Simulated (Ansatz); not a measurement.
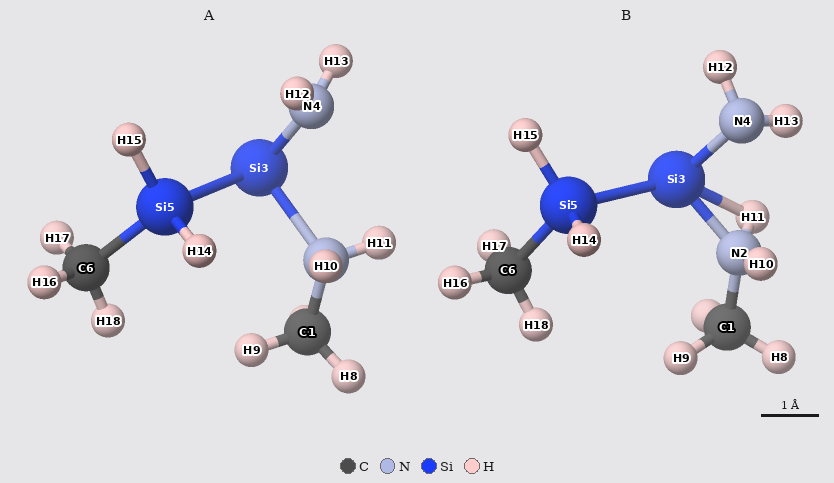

Two geometries of C2H12N2Si2, drawn at one scale. One is the start of a relaxation, the other its converged end. Style: ball-and-stick. Shown at a tilt.

Computed with Ansatz 0.2.0, RKS PBE0/6-31G*. Settings: no spin polarisation; force threshold 0.02 eV/Å; at most 50 steps.

Question: Which one is relaxed?

Answer: Structure A is the relaxed one. The run prepares an end point of a later path (hydrogen shift) calculation, from a guessed geometry. The largest move after the best rigid fit is that of an H atom, 1.23 Å. Largest moves by element: H 1.23 Å, Si 0.66 Å, N 0.53 Å, C 0.11 Å. Some distances before and after: H–Si 1.757 → 2.517 Å, N–Si 1.712 → 2.091 Å, Si–Si 2.299 → 2.403 Å, C–Si 1.841 → 1.899 Å. Among the angles between lasting bonds that change: H–N–H 135.9° → 106.3°, Si–N–H 74.9° → 102.5°, N–Si–Si 115.2° → 89.8°. After 20 accepted moves (21 points after the start) the energy has fallen by 64.6 kcal/mol. The largest force component goes from 5.7 to 0.014 eV/Å. The line search rejected the trial step at point 9 of the run.
